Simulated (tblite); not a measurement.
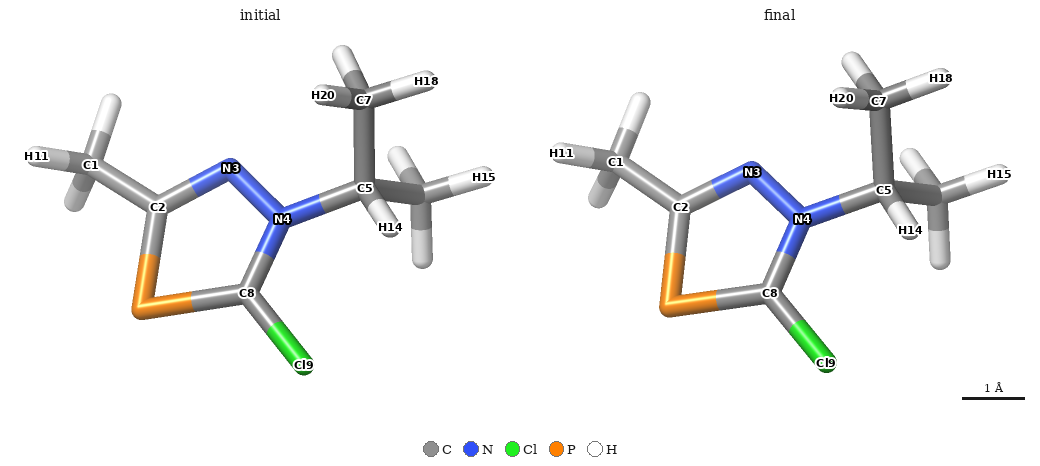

The structure of C6H10ClN2P before (left) and after (right) a relaxation, at one scale.

The picture is a stick view, seen at a tilt.

Level of theory: GFN2-xTB geometry optimisation, gas phase (tblite 0.8.0). 

### Summarise the run.

The largest move after the best rigid fit is that of an H atom, 0.21 Å. By element the largest moves are H 0.21 Å, P 0.14 Å, C 0.10 Å, N 0.08 Å, Cl 0.07 Å. Some distances before and after: C–P 1.814 → 1.733 Å, C–P 1.837 → 1.772 Å, N–N 1.384 → 1.322 Å, C–N 1.340 → 1.306 Å. Among the angles between lasting bonds that change: N–C–P 119.6° → 115.1°, C–C–P 120.8° → 125.2°, N–C–C 112.7° → 109.1°. The energy falls by 38.8 kJ/mol in 53 geometry steps.
